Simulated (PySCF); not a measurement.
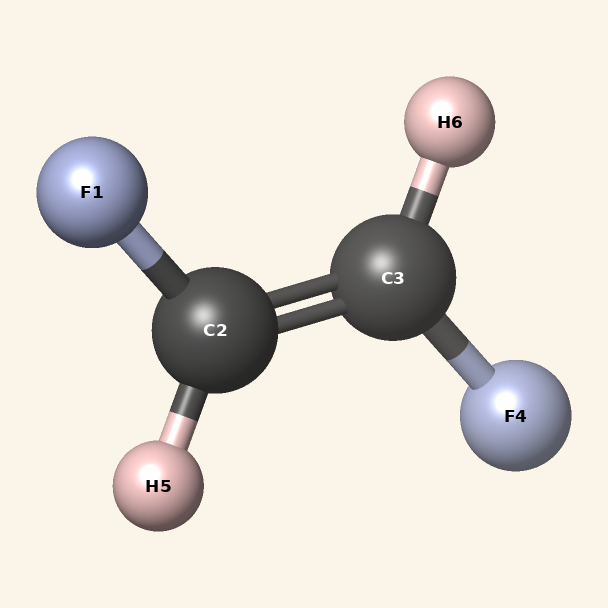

Computed geometry: PBE0-D3(BJ)/def2-SVP optimisation. No frequency run is at hand to confirm it as a minimum. Level of theory: PBE/pcJ-1 indirect spin-spin coupling, non-relativistic, gas phase (PySCF 2.14.0). Isotopes: 13C, 19F, 1H.

Give the spin–spin coupling constants of these pairs, with the number of bonds between them: C2/C3, C3/H6, C3/F4, F1/H5, C2/F4, C2/H6, F4/H6, F1/F4, F1/H6.

```tsv
pair	bonds apart	J (Hz)
C2, C3	1	111.3
C3, H6	1	187.1
C3, F4	1	−349.8
F1, H5	2	72.6
C2, F4	2	36.0
C2, H6	2	7.9
F4, H6	2	72.6
F1, F4	3	−201.2
F1, H6	3	3.9
```

Density functionals are unreliable for couplings to fluorine, so those rows may be far off.
